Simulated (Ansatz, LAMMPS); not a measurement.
# Structural relaxation of a frame of liquid (Rb,Na,Cs)Cl from 1400 K (88 atoms), part 2 of 2

Wanted: the relaxed structure of a frame of liquid (Rb,Na,Cs)Cl from 1400 K (88 atoms) and its electronic structure.

Ansatz 0.2.0; Kohn-Sham DFT, r2SCAN, PAW (set soft_2), plane waves.

The cell: 7 Rb, 25 Na, 12 Cs and 44 Cl. The network of bonds at the start is that of the classical potential that made the cell. The ion parameters were fitted for water, not for melts. The Brillouin zone is sampled at Γ only, in a cell whose shortest periodic width is 15 Å. The levels lack spin–orbit coupling.

So far. Step 3 (Single point at the start): The r.m.s. force component of 0.42 eV/Å and the pressure of -0.24 GPa set the starting point.

## (4) Relaxation

The atoms are relaxed in the fixed cell, aiming at the force tolerance of the input.

input.yaml

```yaml
crystal:
  lattice:
    - [15.3395, 0.0, 0.0]
    - [0.0, 15.3395, 0.0]
    - [0.0, 0.0, 15.3395]
  atoms:
    [... the 88 atom lines of step 3 ...]
kpoints:
  mp_grid: { grid: [1, 1, 1] }
hamiltonian:
  xc: r2scan
scf:
  occupations: { method: fermi_dirac, width: 0.121 }
output:
  forces: true
relax:
  f_tol: 0.05
  max_steps: 57
```

Started as:

```sh
$ ansatz run input.yaml --threads 4 --pin off --max-ram 8192MiB --backend cpu --events-out ev --progress --plain --runs-dir out
```

The log of the run:

```text
band count auto-derived: 446 (N_el = 704.0; filled up to band 352; 440 by the electrons, moments and atoms)
Engine: ansatz 0.2.0, aarch64-unknown-linux-gnu
Pseudopotentials: kind: paw
Pseudopotential: Rb, paw, valence charge 9, recommended cutoff 500 eV (meta_gga), Rb.paw.azcp
Pseudopotential: Na, paw, valence charge 9, recommended cutoff 500 eV (meta_gga), Na.paw.azcp
Pseudopotential: Cs, paw, valence charge 9, recommended cutoff 500 eV (meta_gga), Cs.paw.azcp
Pseudopotential: Cl, paw, valence charge 7, recommended cutoff 500 eV (meta_gga), Cl.paw.azcp
[... 6 lines on functional and potentials left out ...]
Crystal: 88 atoms, lattice volume = 3609.388 Å³
Basis set: ecut = 500 eV, 91911 PW (Γ), exchange–correlation on 480×480×480 points (64 copies of the dense FFT grid, shifted against one another)
Bands: 446, of which v1, the nominal top of the filled ones, is band 352 counted from 1 (351 counted from 0)
Symmetry: 1 space group operations
Space group: P1 (ITA 1), of the structure as read, at distance tolerance 1.5e-4 Å
k-points: 1
[... 13 lines on functional and potentials left out ...]
Initial density: superposition of atomic densities (neutral atoms: chi_scale 0, normalization atom), corrected by the library's trained network
Initial wavefunctions: pseudopotential atomic-orbital guess
Functional: x = r2scan, c = r2scan; τ floored in thin density (d = 2e-4 eV/Å³)
SCF iter   1: F=—  HF=-176230.453136 eV  |F-HF|=—  |Δ(HF+E_count)|=         —  Δρ=4.61e-3  dr2=4.80e-1  dr2_τ=8.27e-2  ethr=1.77e-3  ⟨swp⟩=9.0  Hψ=2112  notcnv=0  defer=13
preconditioner: auto → Resta (q_TF=auto, 2.078 Å⁻¹)  ε∞=2.3  [insulator: Δε(μ)=3.658 eV  Ē_g=11.784 eV  σ=0.121 eV  W_gap=1.00  n_scr=514 (ndim 8)  ℏωp=13.3 eV  f_vac=0.271  D(μ)=0.00/eV (n_scr^D=0)  ε∞_Penn≈2.3]
SCF iter   2: F=—  HF=-176231.198390 eV  |F-HF|=—  |Δ(HF+E_count)|=   7.45e-1  Δρ=1.85e-3  dr2=9.04e-2  dr2_τ=7.83e-3  ethr=6.82e-5  ⟨swp⟩=2.0  Hψ=884  notcnv=0  defer=75
SCF iter   3: F=—  HF=-176231.202083 eV  |F-HF|=—  |Δ(HF+E_count)|=   3.69e-3  Δρ=4.80e-4  dr2=9.39e-3  dr2_τ=4.95e-4  ethr=1.28e-5  ⟨swp⟩=2.0  Hψ=703  notcnv=0  defer=75
SCF iter   4: F=—  HF=-176231.205623 eV  |F-HF|=—  |Δ(HF+E_count)|=   3.54e-3  Δρ=9.62e-5  dr2=5.82e-4  dr2_τ=6.10e-5  ethr=1.33e-6  ⟨swp⟩=2.0  Hψ=655  notcnv=0  defer=75
SCF iter   5: F=—  HF=-176231.206141 eV  |F-HF|=—  |Δ(HF+E_count)|=   5.18e-4  Δρ=3.26e-5  dr2=7.19e-5  dr2_τ=6.76e-6  ethr=8.27e-8  ⟨swp⟩=2.0  Hψ=616  notcnv=0  defer=75
SCF iter   6: F=—  HF=-176231.206270 eV  |F-HF|=—  |Δ(HF+E_count)|=   1.29e-4  Δρ=8.42e-6  dr2=5.93e-6  dr2_τ=4.28e-7  ethr=8.88e-9  ⟨swp⟩=4.0  Hψ=1352  notcnv=0
SCF iter   7: F=-176231.206287 eV  HF=-176231.206286 eV  |F-HF|=9.88e-7  |Δ(HF+E_count)|=   1.62e-5  Δρ=2.59e-6  dr2=4.43e-7  dr2_τ=2.87e-8  ethr=8.43e-10  ⟨swp⟩=1.0  Hψ=1141  notcnv=0
[...]
relax step   2: F+E_penalty+E_count = -176235.11612410 eV  Δ(F+E_penalty+E_count) = -3.910e0 eV  max|allowed force component| = 6.918e-1 eV/Å  Δτ_max = 0.1948 Å  (7 SCF iters, dr2 threshold 1.00e-4 eV, accepted)
relax step   5: F+E_penalty+E_count = -176240.51773086 eV  Δ(F+E_penalty+E_count) = -1.009e0 eV  max|allowed force component| = 2.450e-1 eV/Å  Δτ_max = 0.1950 Å  (7 SCF iters, dr2 threshold 4.93e-5 eV, accepted)
relax step  10: F+E_penalty+E_count = -176242.88546562 eV  Δ(F+E_penalty+E_count) = -3.286e-1 eV  max|allowed force component| = 1.371e-1 eV/Å  Δτ_max = 0.1949 Å  (6 SCF iters, dr2 threshold 2.72e-5 eV, accepted)
relax step  15: F+E_penalty+E_count = -176244.09082713 eV  Δ(F+E_penalty+E_count) = -1.778e-1 eV  max|allowed force component| = 1.558e-1 eV/Å  Δτ_max = 0.1949 Å  (6 SCF iters, dr2 threshold 5.19e-6 eV, accepted)
relax step  20: F+E_penalty+E_count = -176244.56148267 eV  Δ(F+E_penalty+E_count) = -7.823e-2 eV  max|allowed force component| = 1.228e-1 eV/Å  Δτ_max = 0.2000 Å  (6 SCF iters, dr2 threshold 2.30e-5 eV, accepted)
relax step  25: F+E_penalty+E_count = -176244.92225949 eV  Δ(F+E_penalty+E_count) = -5.147e-2 eV  max|allowed force component| = 8.877e-2 eV/Å  Δτ_max = 0.1935 Å  (6 SCF iters, dr2 threshold 8.01e-6 eV, accepted)
[...]
Step cancelled. What follows is not a result of the run: it is the report of the last solve that finished, which converged after 6 SCF iterations.
Free energy (F): -176244.922259 eV
Harris-Foulkes:  -176244.922259 eV  (|F-HF|=1.43e-7)
Internal energy: -176244.922259 eV  (E = F + TS)
E sigma→0 (E₀):  -176244.922259 eV
Entropy (-TS):   -0.000000 eV (-0.000 meV/atom)
Fermi energy:    1.644037 eV
--- Per-component energies (eV) ---
  E_band       = -9529.754536
  E_kinetic    = 13164.020452
  E_local      = -72118.696248  (includes V_loc(G=0)·N_el)
  E_nonlocal   = 5693.659159
  E_hartree    = 27410.668988
  E_xc         = -8343.918492
  E_vxc        = -10067.284000  (∫ρ·V_xc dr)
  E_paw        = -115585.181604  (= ΣΔE_a)
  E_vpaw       = -1617.682025  (= ΣTr[D̂ρ^β])
  E_aug_tail   = 0.001590  (compensation charges beyond the density's cutoff)
  E_vtau       = 594.876999  (kinetic-family band-sum trace: ∫τ·v_τ [+ j·A + Jᵃ·Aᵃ] dr)
  E_ewald      = -26458.387583
  E_core_change = -7.088522  (= ΣΔE_core)
  E_smearing   = -0.000000  (= −TS)
  E_closure    = -0.000000  (closes the sum)
  Σ components = -176244.922259   (vs F -176244.922259, Δ=0.00e0)
--- Forces (eV/Å), atoms counted from 1 ---
  atom   1  Rb     0.01181525     0.00073107     0.00914850
  atom   2  Rb    -0.00649162    -0.00939880     0.00836482
  atom   3  Rb     0.00557410    -0.01911553     0.01826802
  atom   4  Rb    -0.00848566     0.00210975    -0.00823395
  atom   5  Rb    -0.01327964    -0.02622010     0.00152378
  atom   6  Rb    -0.00836388    -0.00696185     0.00253547
  atom   7  Rb     0.03021281     0.01179562    -0.02163142
  atom   8  Na    -0.01345304    -0.00646320     0.01416714
[...]
atom  13  Na    -0.00497351     0.00034329     0.00435344
  atom  14  Na    -0.00507570    -0.00133979    -0.00329038
[...]
atom  87  Cl    -0.02389577     0.00929375     0.01006599
  atom  88  Cl    -0.00284536     0.00225360     0.00963472
  max |Σ_I F_I| component: 4.66e-4 eV/Å
End of that report.
Error: SIGTERM received: cancelled by the caller after 5 completed SCF iterations
```

Run time: 46 min. Hardware: 4 threads of Arm Neoverse V2, shared host; peak memory 7.3 GiB; 3 h of CPU time.

The walk was cut short by its limit. What follows describes the steps that were made.

The steps of the relaxation (22 of 25):

| step | energy less that of the first step (eV) | largest force component (eV/Å) |
| --- | --- | --- |
| 1 | 0.0000 | 1.7574 |
| 2 | -3.9098 | 0.6918 |
| 3 | -6.7048 | 0.4639 |
| 4 | -8.3023 | 0.3311 |
| 6 | -10.0975 | 0.2316 |
| 7 | -10.6347 | 0.2132 |
| 8 | -11.0147 | 0.1870 |
| 9 | -11.3506 | 0.1882 |
| 10 | -11.6792 | 0.1371 |
| 11 | -11.9437 | 0.2073 |
| 12 | -12.2281 | 0.1638 |
| 14 | -12.7067 | 0.1053 |
| 15 | -12.8845 | 0.1558 |
| 16 | -13.0283 | 0.0915 |
| 17 | -13.1476 | 0.0972 |
| 18 | -13.2458 | 0.0745 |
| 19 | -13.2770 | 0.1980 |
| 20 | -13.3552 | 0.1228 |
| 22 | -13.5018 | 0.1059 |
| 23 | -13.5821 | 0.1071 |
| 24 | -13.6645 | 0.0979 |
| 25 | -13.7160 | 0.0888 |

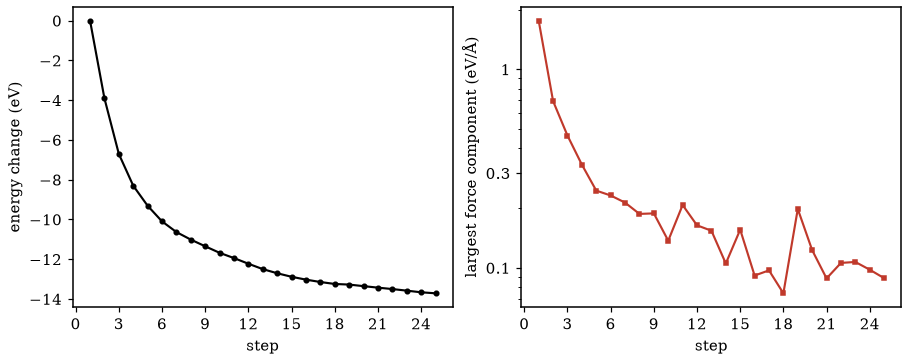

Energy and largest force along the relaxation.

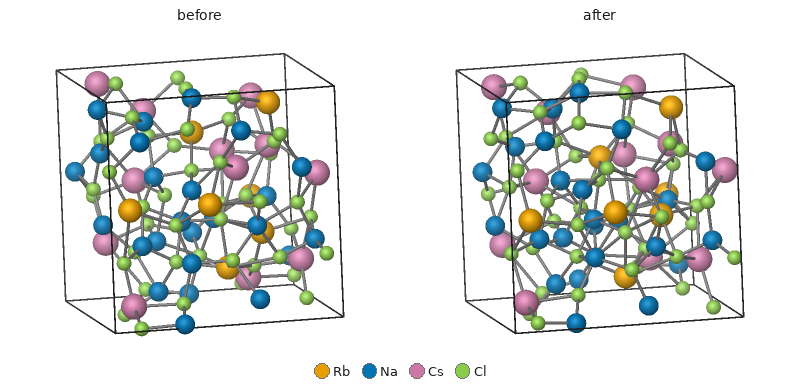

The structure before and after the relaxation, drawn at the same scale.

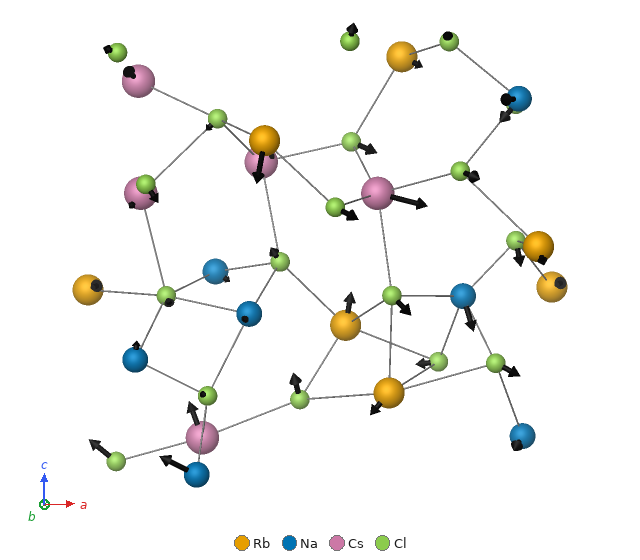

Displacements in the relaxation, scaled; the longest in the cell stands for 2.06 Å. Drawn is a slice 6 Å thick, seen along the normal of the ac plane. Bonds to atoms that aren't drawn are left out.

The atoms that moved most (Å):

| atom | dx | dy | dz | length |
| --- | --- | --- | --- | --- |
| Cs35 | 1.976 | 0.248 | -0.534 | 2.061 |
| Cl78 | -1.887 | -0.474 | 0.499 | 2.008 |
| Rb3 | -0.265 | 0.579 | -1.728 | 1.842 |
| Na8 | -1.513 | -0.340 | 0.775 | 1.733 |
| Cl83 | 1.226 | 0.774 | -0.719 | 1.619 |
| Na26 | -1.389 | 0.549 | 0.129 | 1.499 |
| Cl66 | -1.121 | -0.003 | 0.916 | 1.448 |
| Cl45 | 1.325 | 0.064 | 0.571 | 1.444 |

The relaxation changed the energy by -156 meV/atom, and atoms moved by 0.99 Å r.m.s., 2.1 Å at most.

## (5) Local order after relaxation

Bonds before and after, by the cutoffs listed below:

| pair | bonds before | bonds after | mean before (Å) | mean after (Å) | spread before (Å) | spread after (Å) |
| --- | --- | --- | --- | --- | --- | --- |
| Cl-Na | 85 | 101 | 2.844 | 2.767 | 0.187 | 0.101 |
| Cl-Rb | 28 | 38 | 3.303 | 3.443 | 0.287 | 0.174 |

Density 1.99 g/cm³, 41.02 Å³ an atom.

Pair distribution functions g(r), in bins of 0.2 Å:

| r (Å) | total | Cl-Cl | Cl-Na | Cl-Cs | Cl-Rb | Na-Na | Na-Cs |
| --- | --- | --- | --- | --- | --- | --- | --- |
| 2.50 | 0.06 | 0.00 | 0.20 | 0.00 | 0.00 | 0.00 | 0.00 |
| 2.70 | 3.67 | 0.00 | 12.94 | 0.00 | 0.00 | 0.00 | 0.00 |
| 2.90 | 1.03 | 0.00 | 3.61 | 0.00 | 0.00 | 0.00 | 0.00 |
| 3.10 | 0.20 | 0.00 | 0.56 | 0.00 | 0.46 | 0.00 | 0.00 |
| 3.30 | 0.94 | 0.00 | 0.23 | 1.94 | 7.64 | 0.00 | 0.00 |
| 3.50 | 1.54 | 0.00 | 0.00 | 8.37 | 4.58 | 0.39 | 0.00 |
| 3.70 | 1.03 | 0.53 | 0.20 | 2.62 | 2.00 | 3.05 | 0.35 |
| 3.90 | 0.96 | 2.07 | 0.18 | 0.73 | 0.31 | 3.05 | 0.00 |
| 4.10 | 1.15 | 2.21 | 0.08 | 0.81 | 0.83 | 2.50 | 1.97 |
| 4.30 | 1.21 | 2.25 | 0.29 | 0.15 | 0.00 | 1.24 | 2.61 |
| 4.50 | 1.21 | 1.83 | 0.51 | 0.27 | 0.24 | 1.57 | 2.40 |
| 4.70 | 1.16 | 1.81 | 0.70 | 0.48 | 0.21 | 1.26 | 1.95 |
| 4.90 | 0.83 | 0.80 | 0.54 | 0.35 | 0.40 | 1.33 | 1.39 |
| 5.10 | 1.00 | 1.50 | 0.91 | 0.30 | 0.53 | 1.24 | 1.48 |
| 5.30 | 0.87 | 0.74 | 1.06 | 0.40 | 0.66 | 1.14 | 1.20 |
| 5.50 | 0.92 | 1.08 | 0.99 | 0.63 | 0.16 | 0.92 | 1.25 |
| 5.70 | 0.88 | 0.87 | 1.05 | 0.92 | 0.71 | 0.42 | 0.88 |
| 5.90 | 0.96 | 0.72 | 1.46 | 0.78 | 0.66 | 0.13 | 0.81 |
| 6.10 | 0.86 | 0.72 | 1.06 | 0.80 | 0.87 | 0.62 | 1.42 |
| 6.30 | 1.09 | 0.68 | 1.49 | 1.30 | 1.88 | 0.34 | 0.60 |
| 6.50 | 1.19 | 0.70 | 1.73 | 1.02 | 1.45 | 0.99 | 0.68 |
| 6.70 | 1.02 | 0.95 | 1.20 | 1.40 | 1.15 | 0.81 | 0.42 |
| 6.90 | 0.98 | 0.93 | 1.18 | 0.98 | 1.76 | 0.87 | 0.30 |
| 7.10 | 1.02 | 0.95 | 0.83 | 1.67 | 1.20 | 1.37 | 0.39 |
| 7.30 | 0.87 | 0.84 | 1.03 | 1.07 | 1.23 | 0.43 | 0.54 |
| 7.50 | 1.02 | 0.98 | 0.96 | 1.35 | 1.49 | 1.31 | 0.68 |

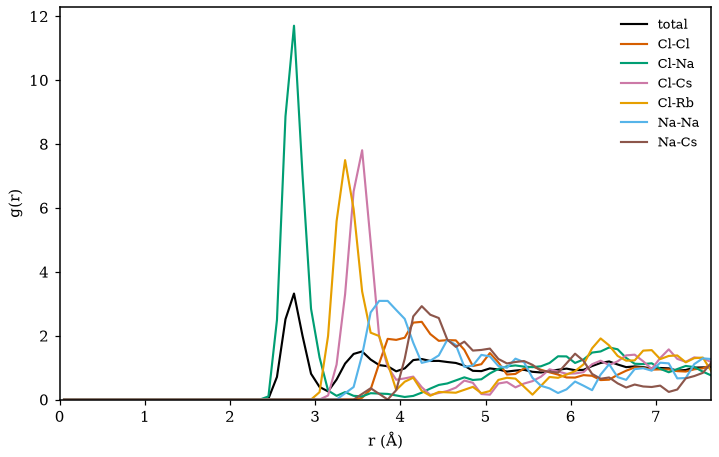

Pair distribution functions, lightly smoothed.

Bonds by pair of elements; cutoffs follow the first minimum of g(r), held within bounds set by covalent radii, and pairs that aren't listed don't count as bonded:

| pair A-B | cutoff (Å) | bonds | mean length (Å) | spread (Å) | shortest (Å) | B about A | A about B |
| --- | --- | --- | --- | --- | --- | --- | --- |
| Cl-Na | 3.23 | 101 | 2.77 | 0.101 | 2.60 | 2.29 | 4.04 |
| Cl-Cs | 4.05 | 65 | 3.57 | 0.158 | 3.29 | 1.48 | 5.42 |
| Cl-Rb | 3.98 | 38 | 3.44 | 0.174 | 3.17 | 0.864 | 5.43 |

The cutoff for Cl-Cs falls short of the minimum of g(r), so counts run low and odd coordinations can be artefacts.

How many atoms have how many bonded neighbours:

| element | mean | 3 | 4 | 5 | 6 | 7 |
| --- | --- | --- | --- | --- | --- | --- |
| Cl | 4.64 | 1 | 17 | 23 | 3 | 0 |
| Cs | 5.42 | 0 | 0 | 7 | 5 | 0 |
| Na | 4.04 | 3 | 18 | 4 | 0 | 0 |
| Rb | 5.43 | 0 | 1 | 3 | 2 | 1 |

Bond angles (no mean is given where the spread exceeds 20°):

| angle | count | mean (°) | spread (°) |
| --- | --- | --- | --- |
| Cl-Na-Cl | 157 | - | - |
| Cl-Cs-Cl | 145 | - | - |
| Cs-Cl-Na | 119 | - | - |
| Na-Cl-Na | 92 | - | - |
| Cl-Rb-Cl | 87 | - | - |

Bond length by coordination (bonds to H left out):

| element | coordination | atoms | mean bond length (Å) |
| --- | --- | --- | --- |
| Cl | 3 | 1 | 3.51 |
| Cl | 4 | 17 | 3.04 |
| Cl | 5 | 23 | 3.19 |
| Cl | 6 | 3 | 3.20 |
| Cs | 5 | 7 | 3.55 |
| Cs | 6 | 5 | 3.59 |
| Na | 3 | 3 | 2.68 |
| Na | 4 | 18 | 2.75 |
| Na | 5 | 4 | 2.87 |
| Rb | 4 | 1 | 3.38 |
| Rb | 5 | 3 | 3.36 |
| Rb | 6 | 2 | 3.50 |
| Rb | 7 | 1 | 3.56 |

First main peaks of g(r), for some of the pairs, lie near 2.7 Å (Cl-Na), 3.5 Å (Cl-Cs), 3.3 Å (Cl-Rb) and 4.3 Å (Na-Cs).

## (6) Outcome

| Quantity | Value |
| --- | --- |
| energy change in the relaxation | -155.9 meV/atom |
| r.m.s. displacement | 0.988 Å |
| largest displacement | 2.061 Å |
| wall time of the 2 DFT runs | 49 min |

What this shows: Relaxation lowers the energy by 156 meV/atom and moves atoms by 0.99 Å r.m.s. The relaxation stopped at its limit, so this isn't yet a minimum. From the first step to the last the energy fell by 13.716 eV, and the largest move was 2.06 Å (Cs35). The relaxation was not finished: the largest force component stood at 0.089 eV/Å. The Cl-Rb bonds change most in mean length: from 3.303 Å (spread 0.287) to 3.443 Å (spread 0.174), and their number from 28 to 38.

What to keep in mind: The force components of 0.42 eV/Å r.m.s. hold both thermal displacement and the mismatch between the potential that made the cell and DFT. The starting topology of bonds comes from the classical model; in DFT atoms moved by 0.99 Å r.m.s. The pressure of a single frame lacks the kinetic term.

[Logs are printed without paths, hosts, clocks, repeated set-up lines and the standing remarks that a program may print on its own settings, such as how far it seeks lower states.]

[Hosts, paths, dates, database ids (printed as entryN), source tags and the programs' standing remarks are cut or masked in the printed files.]
